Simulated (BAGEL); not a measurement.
# GaF3 (SMILES [F][Ga]([F])[F]) at B3LYP/6-31G(d) (density fitting with qzvpp-jkfit, spherical functions)

Aim: the energy change on altering one bond length of GaF3 at B3LYP/6-31G* (density fitting with qzvpp-jkfit, spherical functions), from 2 runs. 

Program for the calculation: BAGEL 1.2.2.

6 further runs of the same task are left out: 4 that didn't finish, 2 set aside as unsound or not needed. Runs told in other sessions of the task aren't counted.

### Step 1. The molecule

GaF3 has 4 atoms, charge 0, and is taken as a singlet. SMILES: `[F][Ga]([F])[F]`. Geometry: a GFN2-xTB relaxation, a rough one for these elements and not checked as a minimum.

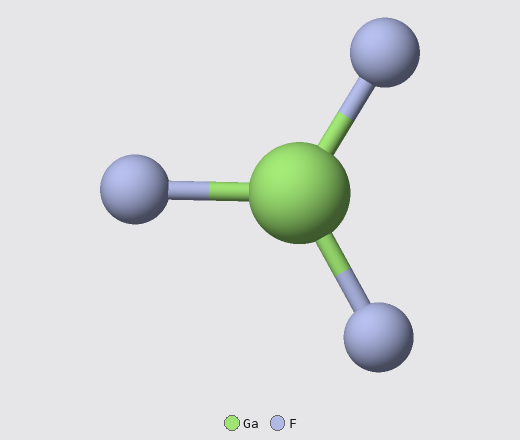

The structure, seen from a chosen angle (gallium green, fluorine light blue).

### Step 2. The energy at B3LYP/6-31G(d) (density fitting with qzvpp-jkfit, spherical functions)

input.json

```json
{ "bagel" : [

{
  "title" : "molecule",
  "basis" : "6-31gs.json",
  "df_basis" : "qzvpp-jkfit",
  "angstrom" : true,
  "geometry" : [
    { "atom" : "Ga", "xyz" : [      -0.000550,      -0.000780,      -0.000110 ] },
    { "atom" : "F", "xyz" : [       1.731690,      -0.026300,       0.013140 ] },
    { "atom" : "F", "xyz" : [      -0.840770,       1.514130,      -0.017200 ] },
    { "atom" : "F", "xyz" : [      -0.890370,      -1.487050,       0.004170 ] }
  ]
},

{
  "title" : "ks",
  "xc_func" : "b3lyp"
},

{
  "title" : "print",
  "file" : "orbitals.molden",
  "orbitals" : true
}

]}
```

The basis set 6-31G* is read from a file made from the Basis Set Exchange's data (not shown).

On the command line:

```
$ BAGEL_NUM_THREADS=1 BAGEL input.json > input.out
```

Output:

```text
* using 1 threads per process

  ===============================================================
  ===============================================================

  *** Geometry ***

  { "atom" : "Ga", "xyz" : [     -0.001039,     -0.001474,     -0.000208 ] },
  { "atom" : "F", "xyz" : [      3.272420,     -0.049700,      0.024831 ] },
  { "atom" : "F", "xyz" : [     -1.588825,      2.861291,     -0.032503 ] },
  { "atom" : "F", "xyz" : [     -1.682555,     -2.810117,      0.007880 ] },

  Number of auxiliary basis functions:      497

  Since a DF basis is specified, we compute 2- and 3-index integrals:
    o Being stored without compression. Storage requirement is 0.022 GB

  Number of basis functions:       74
  Number of electrons      :       58

    * METHOD: MOLECULE                             0.25

  *** Kohn-Sham DFT ***

    * Removing 5586 points whose weight is below 1.00e-10
    * Grid points: 54038

  === Nuclear Repulsion ===
   298.5262068550

       - DIIS with orbital gradients will be used.

  === KS iteration (b3lyp / 6-31gs.json) ===
      0      -2146.37894402          0.16250486           0.24
      1      -1990.77413077          0.23643896           0.19
      2      -2117.38135230          0.15826313           0.19
      3      -2216.10244984          0.13077825           0.19
      4      -2173.80645487          0.23021716           0.19
      5      -2180.49762179          0.22769413           0.19
      6      -2179.01181447          0.23539378           0.19
      7      -2175.15356925          0.23778397           0.19
      8      -2191.96818195          0.21541345           0.19
      9      -2218.64808659          0.11770125           0.19
     10      -2223.51005019          0.04717524           0.19
     11      -2223.84332092          0.03523967           0.19
     12      -2224.14308003          0.01887390           0.19
     13      -2224.22949782          0.00620678           0.19
     14      -2224.24423922          0.00143601           0.19
     15      -2224.24489218          0.00034147           0.19
     16      -2224.24490206          0.00028794           0.19
     17      -2224.24493387          0.00001276           0.19
     18      -2224.24493388          0.00001120           0.19
     19      -2224.24493392          0.00000395           0.19
     20      -2224.24493393          0.00000036           0.19
     21      -2224.24493393          0.00000018           0.19
     22      -2224.24493393          0.00000008           0.19
     23      -2224.24493393          0.00000004           0.19
     24      -2224.24493393          0.00000001           0.19
    * SCF iteration converged.

    * Permanent dipole moment:
           (    0.002155,     0.003041,     0.000350) a.u.

    * METHOD: KS                                   5.06

    * METHOD: PRINT                                0.01

  ===============================================================
```

Wall time 5.7 s (1 thread of Arm Neoverse V1, shared host); peak memory 0.25 GiB.

### Step 3. The distorted shape at the same level

input.json

```json
{ "bagel": [

{
  "title": "molecule",
  "basis": "6-31gs.json",
  "df_basis": "qzvpp-jkfit",
  "angstrom": true,
  "geometry": [
    { "atom": "Ga", "xyz": [       0.671615,      -1.212689,       0.013562 ] },
    { "atom": "F", "xyz": [       2.403855,      -1.238209,       0.026812 ] },
    { "atom": "F", "xyz": [      -0.840770,       1.514130,      -0.017200 ] },
    { "atom": "F", "xyz": [      -0.218205,      -2.698959,       0.017842 ] }
  ]
},

{ "title": "ks", "xc_func": "b3lyp" },

{ "title": "print", "file": "orbitals.molden", "orbitals": true }

]}
```

The basis set 6-31G* is read from a file made from the Basis Set Exchange's data (not shown).

On the command line:

```
$ BAGEL_NUM_THREADS=1 BAGEL input.json > input.out
```

Output:

```text
* using 1 threads per process

  ===============================================================
  ===============================================================

  *** Geometry ***

  { "atom" : "Ga", "xyz" : [      1.269168,     -2.291650,      0.025628 ] },
  { "atom" : "F", "xyz" : [      4.542628,     -2.339876,      0.050667 ] },
  { "atom" : "F", "xyz" : [     -1.588825,      2.861291,     -0.032503 ] },
  { "atom" : "F", "xyz" : [     -0.412348,     -5.100293,      0.033716 ] },

  Number of auxiliary basis functions:      497

  Since a DF basis is specified, we compute 2- and 3-index integrals:
    o Being stored without compression. Storage requirement is 0.022 GB

  Number of basis functions:       74
  Number of electrons      :       58

    * METHOD: MOLECULE                             0.24

  *** Kohn-Sham DFT ***

    * Removing 4685 points whose weight is below 1.00e-10
    * Grid points: 54939

  === Nuclear Repulsion ===
   252.2130760905

       - DIIS with orbital gradients will be used.

  === KS iteration (b3lyp / 6-31gs.json) ===
      0      -2137.15882163          0.13141174           0.24
      1      -1863.71660145          0.20740815           0.19
      2      -2134.78071446          0.14893740           0.19
      3      -2189.58149900          0.13385828           0.19
      4      -2220.24751214          0.08864988           0.19
      5      -2210.32598996          0.06953587           0.20
      6      -2223.39524362          0.03671234           0.19
      7      -2223.32605980          0.04440327           0.19
      8      -2223.94472549          0.01663885           0.19
      9      -2224.01912232          0.01020047           0.19
     10      -2224.05170304          0.00668242           0.19
     11      -2223.82996041          0.01943988           0.19
     12      -2224.06913628          0.00047382           0.20
     13      -2224.06919911          0.00039514           0.20
     14      -2224.06922531          0.00027154           0.19
     15      -2224.06926289          0.00009257           0.19
     16      -2224.06926825          0.00001883           0.19
     17      -2224.06926842          0.00000689           0.19
     18      -2224.06926845          0.00000248           0.19
     19      -2224.06926845          0.00000046           0.19
     20      -2224.06926845          0.00000032           0.19
     21      -2224.06926845          0.00000019           0.19
     22      -2224.06926845          0.00000016           0.19
     23      -2224.06926845          0.00000003           0.20
     24      -2224.06926845          0.00000004           0.19
     25      -2224.06926845          0.00000001           0.19
    * SCF iteration converged.

    * Permanent dipole moment:
           (   -0.603936,     1.093497,    -0.012050) a.u.

    * METHOD: KS                                   5.28

    * METHOD: PRINT                                0.01

  ===============================================================
```

Wall time 5.7 s (1 thread of Arm Neoverse V1, shared host); peak memory 0.25 GiB.

### Step 4. Summary of results

Level: B3LYP/6-31G* (density fitting with qzvpp-jkfit, spherical functions).

| quantity | value |
| --- | --- |
| first shape: total energy | -2224.24493 Eh |
| first shape: dipole moment | 0.01 D |
| first shape: HOMO energy | -10.94 eV |
| first shape: LUMO energy | -2.71 eV |
| first shape: HOMO–LUMO gap | 8.23 eV |
| distorted shape: total energy | -2224.06927 Eh |
| distorted shape: dipole moment | 3.18 D |
| distorted shape: HOMO energy | -8.24 eV |
| distorted shape: LUMO energy | -5.97 eV |
| distorted shape: HOMO–LUMO gap | 2.27 eV |
| energy change with the Ga1–F3 bond stretched from 1.732 to 3.118 Å | 4.780 eV |

What this shows: With the Ga1–F3 bond stretched from 1.732 to 3.118 Å the energy rises by 4.78 eV (110 kcal/mol). The first shape isn't relaxed at this level, so the change isn't measured from a minimum. A restricted reference can't describe the breaking bond well at this length.
